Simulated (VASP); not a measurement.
Here is the system:

```
CdSe
1.0
    0.00000     3.09939     3.09939
    3.09939     0.00000     3.09939
    3.09939     3.09939     0.00000
Cd Se
1 1
Cartesian
  0.00000   0.00000   0.00000
  1.54970   1.54970   1.54970
```

All values below come from TPSS meta-GGA, VASP's PBE PAW potentials (set 64) (plane waves; VASP 6.6.1). Numerical set-up: 520 eV cut-off, 8×8×8 Γ-centred mesh, tetrahedra with Blöchl corrections, potentials Cd Se.

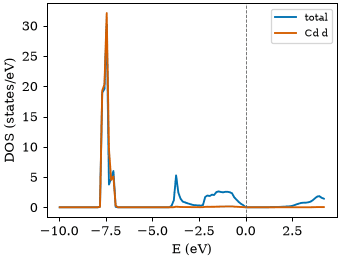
Figure. Total and projected density of states, zero at the valence-band maximum

Within 2 eV below the valence-band maximum the largest weight inside VASP's projection spheres is Se p.

The gap is direct, 0.71 eV, from the valence maximum at Γ to the conduction minimum at Γ.

The compound is CdSe in the zinc blende structure, whereas wurtzite is the usual form. It was relaxed first, which changed the volume by +8 %.
